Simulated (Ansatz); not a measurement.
A correction line for wB97M-V/def2-TZVPP: vertical ionisation energy

The vertical ionisation energy (cation less neutral) in eV of 6 molecular compounds of Nb: x at wB97M-V/def2-TZVPP, y at CCSD(T)/def2-TZVPP. Shapes, held fixed at every level: PBE0-D4/def2-TZVP. Flexible molecules stand in one conformer, not always the lowest. Programs: Ansatz 0.2.0.

```
                                          molecule  x (eV)  y (eV)
     C2H8FN2Nb (SMILES C[N]=[Nb]([CH3])([NH2])[F])    9.16    9.35
   C2H8ClN2Nb (SMILES C[N]=[Nb]([CH3])([NH2])[Cl])    9.23    9.40
C3H9F3NNbO (SMILES C[O][Nb]([F])([F])([F])[N](C)C)    9.41       ?
     CH5ClNNbOS (SMILES C[O][Nb]([NH2])(=[S])[Cl])    9.52    9.59
                                     Nb(NH2)(OH)2O   10.30   10.16
                                         Nb(OH)3F2   12.00   11.97
```

Task: Fit y = c + s·x to the known rows and predict y for C3H9F3NNbO.

Result: 
1. Means of the 5 rows: x = 10.0420, y = 10.094.
2. Σ(Δx)² = 5.6101, Σ(Δx·Δy) = 5.1731, so the slope is 5.1731/5.6101 = 0.9221.
3. Intercept: 10.094 − (0.9221) × 10.0420 = 0.834. The largest residual of the fit is 0.17.
4. C3H9F3NNbO: 0.834 + 0.9221 × 9.41 = 9.51 eV.

CCSD(T)/def2-TZVPP gives 9.48 eV, so the prediction is off by +0.03 eV, within the largest residual. Uncorrected, wB97M-V/def2-TZVPP misses it by -0.07 eV, and the other rows by 0.12 on average. The line overshoots: the miss goes from -0.07 to +0.03. Left out in turn, the other rows are missed by 0.21 eV on average, worse than no correction. Cations run unrestricted. For atoms past krypton def2 sets carry core potentials with scalar relativity. Outer-core shells of Nb are correlated, in sets that cover them unevenly.

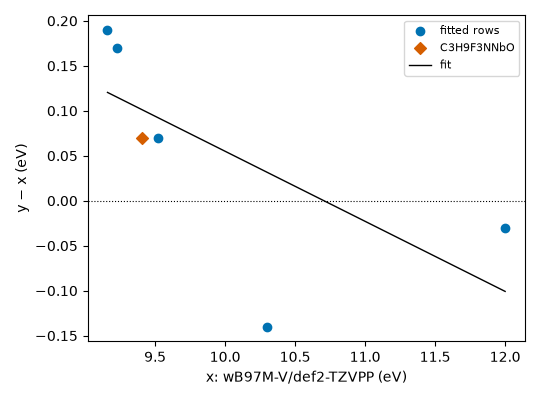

The correction y − x against x, with the fitted line and the withheld molecule.
